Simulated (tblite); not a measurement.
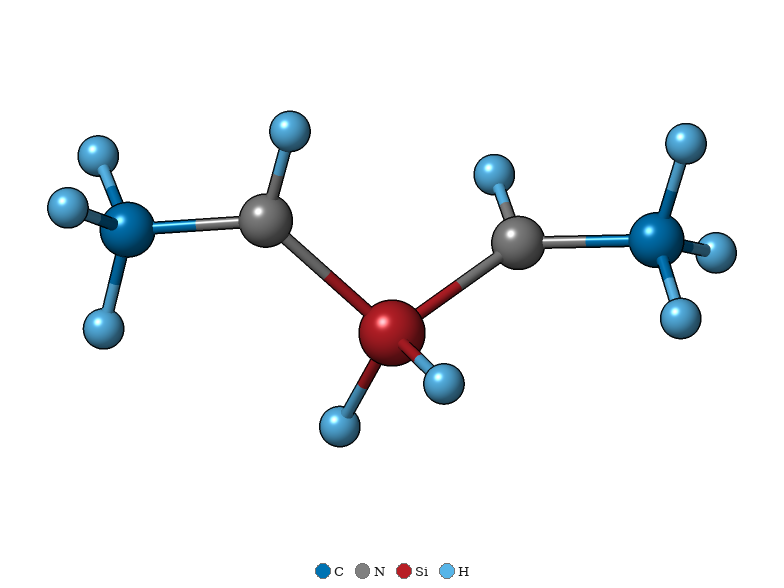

(Drawn from a calculation with tblite.)

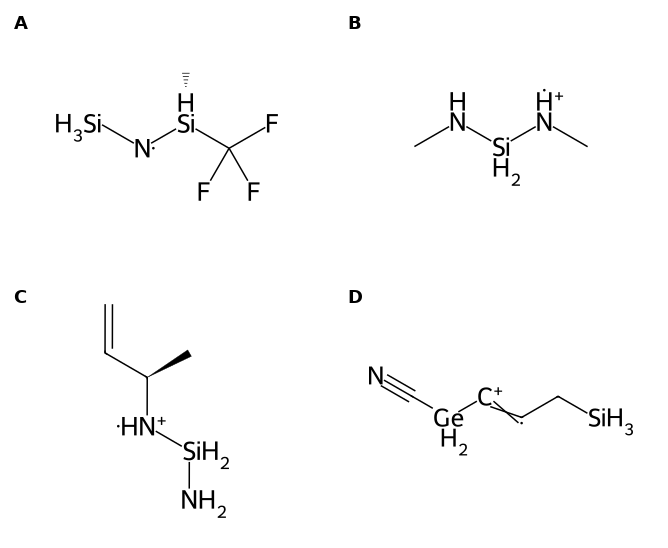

The first picture shows one of the molecules drawn in the second. Which?

Answer. B, `CN[SiH2][NH+]C`.
